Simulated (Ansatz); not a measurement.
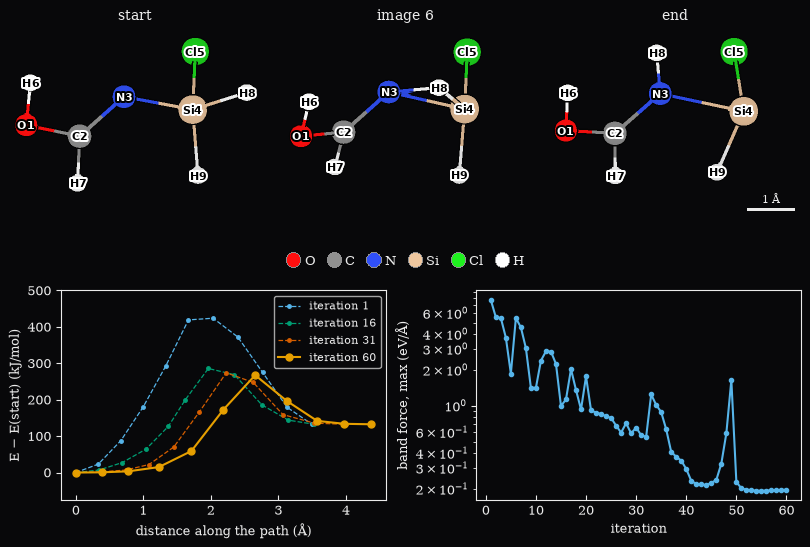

A search for the minimum-energy path of CH4ClNOSi by the nudged elastic band. Images are numbered from 0 (start) to 10 (end). The plot follows the band through its iterations. Style: ball-and-stick. Shown at a tilt.

These are results of RKS PBE/def2-mTZVP (Ansatz), not measurements. Settings: 9 movable images; climbing image; force threshold 0.03 eV/Å; iteration limit 60; optimiser FIRE; starting path through a guess of the saddle point.

> Did the band converge, and can the barrier be trusted?

The result isn't final. The band hadn't converged when the run stopped after 60 iterations. The largest component of the band force went from 7.7 to 0.2 eV/Å. The barrier read from it is provisional, though the highest image hardly moved in the last two iterations. The first iteration put the highest image at 423.9 kJ/mol. The energy climbs by 267.4 kJ/mol to image 6 and then falls by 134.9 kJ/mol, so the end point sits at +132.5 kJ/mol.
